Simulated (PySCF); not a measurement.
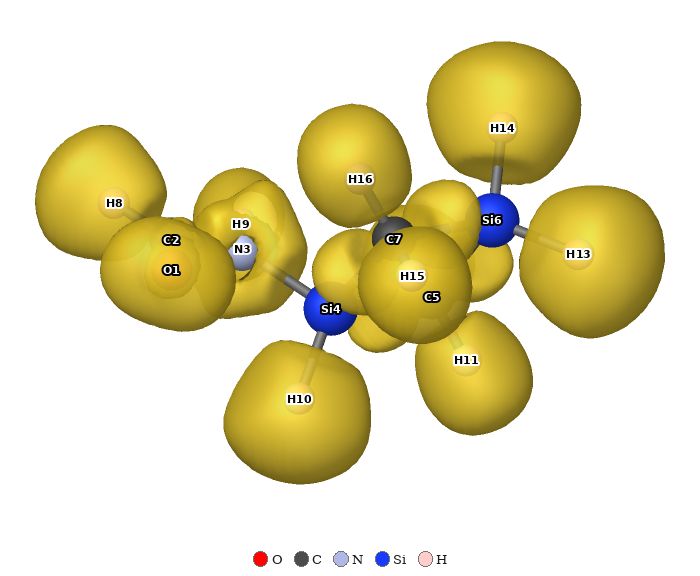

The picture shows: C3H9NOSi2 (SMILES O=CN[SiH]1C[SiH2]C1). Isosurface of the electron localisation function at 0.75 (yellow), seen from one side. Core shells and regions of very low density are left out.

Geometry: GFN2-xTB.

Method: PySCF, B3LYP/def2-SVPD, SCF density, gas phase.

Input

```
{"job": {"kind": "uv", "xc": "B3LYP", "basis": "def2-SVPD", "nstates": 8, "ntriplets": 3}, "charge": 0, "multiplicity": 1}
O      2.819668    -0.183632     0.859703
C      2.419769    -1.174491     0.295729
N      1.306114    -1.151982    -0.439729
Si     0.533310     0.433708    -0.477148
C     -1.185950     0.202495    -1.292885
Si    -2.081366     0.505520     0.374815
C     -0.361510     0.854152     1.156422
H      2.942739    -2.145597     0.352592
H      0.988340    -1.986358    -0.902379
H      1.460267     1.364756    -1.109312
H     -1.398235     0.961216    -2.039253
H     -1.381280    -0.756218    -1.764522
H     -2.995627     1.649034     0.383334
H     -2.757965    -0.678113     0.913721
H     -0.223291     1.882780     1.474926
H     -0.092584     0.231674     2.005025
```

Run with:

```sh
OMP_NUM_THREADS=1 python probes_run.py task.json out
```

**Where are the electrons localised?**

The surface consists of eight regions around hydrogen nuclei, two regions on C in which the atom's valence shell and bonds are merged, one region on O in which the atom's valence shell and bonds are merged and one joined region spread over several atoms (H, N), in which their bonds and any lone pairs are merged. Along the contacts the grid gives the following. C–O (1.21 Å): the ELF peaks at about 0.85 between the atoms (a multiple bond). C–N (1.33 Å): the ELF peaks at about 0.90 between the atoms: localised, covalent bonding.
